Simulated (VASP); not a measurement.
Given:

```xyz
2
Lattice="-2.5484 2.5484 1.3403 2.5484 -2.5484 1.3403 2.5484 2.5484 -1.3403" Properties=species:S:1:pos:R:3 pbc="T T T"
W      0.0000     2.5484     0.6702
W      0.0000     0.0000     0.0000
```

All values below come from r2SCAN meta-GGA, VASP's PBE PAW potentials (set 64) (plane waves; VASP 6.6.1). Settings: 400 eV cut-off, 17×17×17 Γ-centred mesh, tetrahedra with Blöchl corrections, potentials W_sv.

Unless said otherwise, spin-orbit coupling is left out, though it shifts the bands of the heavy elements here.

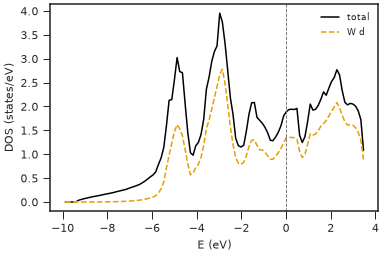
Total and projected density of states, zero at the Fermi level

Within 2 eV below the Fermi level the largest weight inside VASP's projection spheres is W d.

It has no gap at this level: it comes out as a metal or semimetal.

The structure was generated: W was put into the beta-Sn type (I4_1/amd), which need not be its known phase. It was relaxed first, which changed the volume by +5 %.
